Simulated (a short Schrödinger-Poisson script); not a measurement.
Structure: MOS inversion layer, SiO2 on p-type Si(111), at 300 K.

```tsv
layer	material	thickness (nm)	Na (cm⁻³)
1	SiO2	2.6	-
2	Si	490	7.6e17
```

Constants are typed, rounded textbook-type inputs, not results; the design itself was drawn at random and stands for no fabricated device. SiO2: permittivity 3.9, conduction-band edge (eV) 3.15, gap (eV) 9, electron mass (mₑ) 0.5. Si: permittivity 11.7, conduction-band edge (eV) 0, gap (eV) 1.124, Nv at 300 K (cm⁻³) 3.1e19.

Channel valleys (confinement mass, in-plane density-of-states mass, number): Δ6 0.258, 0.358, 6. At the gate the conduction-band edge of layer 1 lies 3.44 eV − eVg above the Fermi level of the channel; the field vanishes at the back. Gaps are held at their typed values at every temperature. Mesh 0.03 nm at interfaces.

From a short Schrödinger-Poisson script (our own, NumPy): 1D Poisson equation in equilibrium, electrons quantum, Hartree (BenDaniel-Duke, 12 states a valley, the channel's in-plane mass for all, wave functions free to enter the dielectric), parabolic valleys, classical holes, full ionisation, no traps, pinning or gate leakage.

Only gate voltages with over 1e8 electrons/cm² are shown.

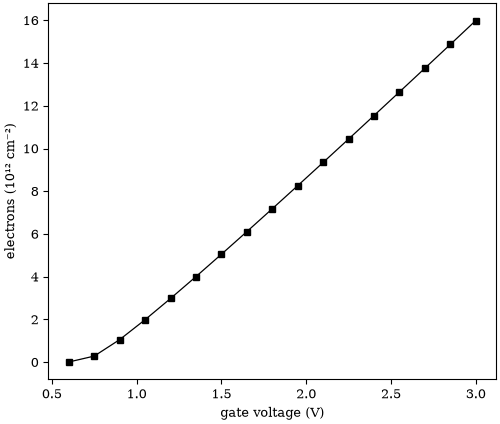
Figure. Sheet density against gate voltage

```csv
Vg (V),electrons (cm⁻²),C (μF/cm²),Δ6 E0 (meV),Δ6 E1 (meV)
0.6,9.21e9,0.251,202.8,316.2
0.75,2.85e11,0.718,113.8,232.6
0.9,1.06e12,0.969,79.5,202.9
1.05,1.99e12,1.05,62.6,190.4
1.2,2.98e12,1.08,51.5,183.4
1.35,4.01e12,1.11,43.3,179.1
1.5,5.05e12,1.12,36.7,176.2
1.65,6.11e12,1.14,31.1,174.3
1.8,7.18e12,1.15,26.3,172.9
1.95,8.26e12,1.16,22.1,172.0
2.1,9.35e12,1.16,18.2,171.4
2.25,1.04e13,1.17,14.7,171.1
2.4,1.15e13,1.18,11.4,170.9
2.55,1.26e13,1.18,8.4,170.9
2.7,1.38e13,1.19,5.5,170.9
2.85,1.49e13,1.19,2.8,171.1
3,1.60e13,1.19,0.3,171.3
```

Subbands count from the Fermi level.
